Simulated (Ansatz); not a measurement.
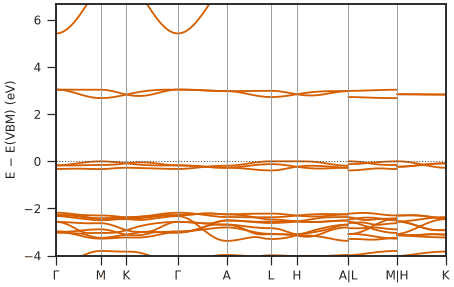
Figure: Band structure from plane-wave PAW LDA (Ansatz code)

Q: Read off the gap and where the band edges lie.

A: About 2.7 eV (2.68 eV by a search for the band edges); maximum at L, minimum at M.

The material is Rb₂PtF₆ in space group P-3m1 (No. 164; Rb on 2d, Pt on 1a, F on 6i).

The first step of the workflow began from a Materials Project structure, measured or hypothetical; the Crystallography Open Database copy checked does not list it. Its standing as an ambient phase is unchecked. Symmetry was held in the LDA relaxation; phonons on a q-mesh show no instability. The run is not spin-polarised. Spin–orbit coupling is left out wherever it is not named.

Potentials: the later of the program's two PAW sets.
